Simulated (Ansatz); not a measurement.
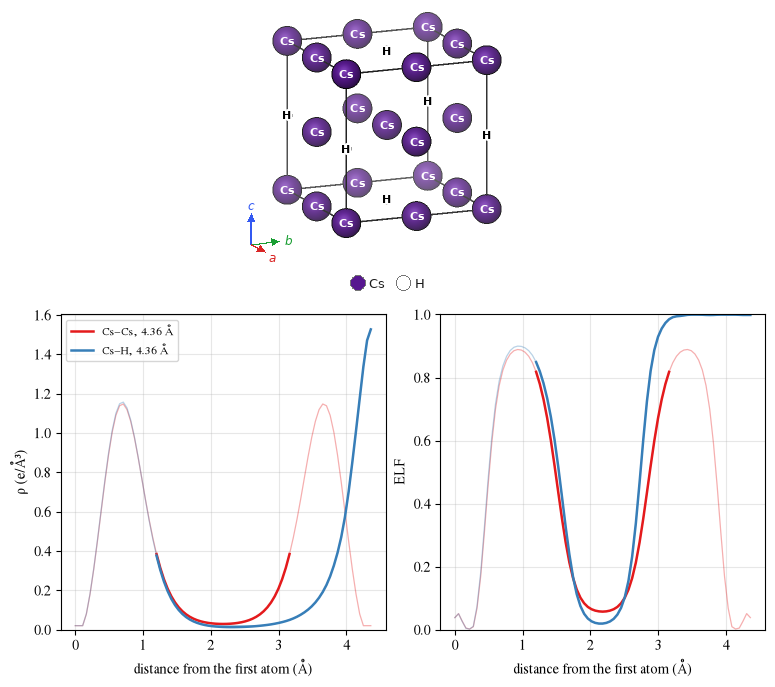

*Cs3H. Valence electron density and electron localisation function along straight lines between neighbouring atoms. Thin, pale parts lie inside the atomic spheres. The structure is drawn too.*

Space group I4/mmm; a structure generated by program, which may or may not match a known phase.

These are results of DFT PBE, scalar-relativistic, plane waves, PAW in Ansatz 0.2.0, not measurements.

The density is the valence pseudo-density of a PAW calculation; it isn't the true density close to the nuclei.

Input file:

```
crystal:
  lattice:
    - [-4.3620420602, 4.3620420602, 4.387935387]
    - [4.3620420602, -4.3620420602, 4.387935387]
    - [4.3620420602, 4.3620420602, -4.387935387]
  atoms:
    - { symbol: Cs, position: [0.5, 0.0, 0.5] }
    - { symbol: Cs, position: [0.0, 0.5, 0.5] }
    - { symbol: Cs, position: [0.0, 0.0, 0.0] }
    - { symbol: H, position: [0.5, 0.5, 0.0] }
basis:
  ecutwfc: 420
kpoints:
  mp_grid: { grid: [8, 8, 8] }
hamiltonian:
  xc: pbe
scf:
  occupations: { method: gaussian, width: 0.1 }
output:
  forces: true
  stress: true
  eigenvalues: true
  write_density: true
  write_potential: true
  elf: true
  volumetric_format: npy
relax:
  adjacent_minimum: "off"
  f_tol: 0.01
  max_steps: 80
  cell: { stress_tol: 0.05 }
```

Launched as:

```sh
ansatz run input.yaml --threads 1 --pin off --max-ram 2560MiB --backend cpu --events-out ev --progress --plain --runs-dir out
```

Below, planes, directions and counts refer to the conventional cell (a = 8.72 Å, b = 8.72 Å, c = 8.78 Å, α = 90.00°, β = 90.00°, γ = 90.00°).

The fields are those of the relaxed geometry.

> What can be read from the curves?

Cs–Cs (4.36 Å): ρ at the midpoint is about 0.03 e/Å³; the ELF is about 0.05 at the midpoint; no localised pair shows between them.
Cs–H (4.36 Å): ρ at the midpoint is about 0.01 e/Å³; the ELF climbs to about 1 towards the hydrogen.
